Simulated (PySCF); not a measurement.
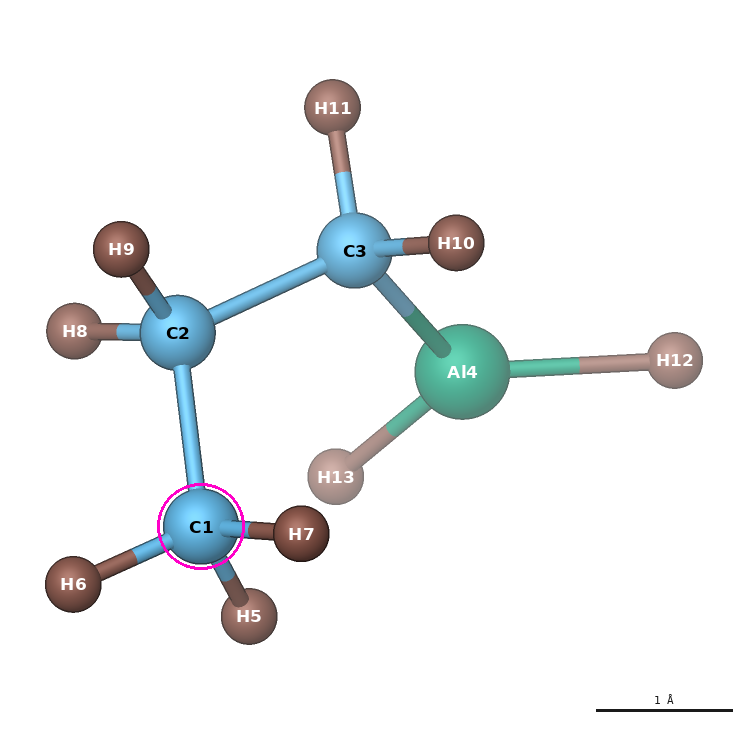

Orthographic view. Depth is shown by fading: the farther an atom, the more it takes the colour of the background. Computed geometry: PBE0-D3(BJ)/def2-SVP optimisation. No frequency run is at hand to confirm it as a minimum.

Which atoms are bonded to the circled atom?

Answer. The circled atom is C1; it is bonded to C2, H5, H6, H7.

Of C3 and H10, which is nearer the viewer?

Answer. H10; the bond to C3 points away from the viewer, so it looks shorter than its 1.11 Å.

Which atom is farthest from the viewer?

Answer. H13, 2.6 Å behind the mean position.

Which two atoms are farthest apart in space?

Answer. H6 and H12, 5.73 Å.
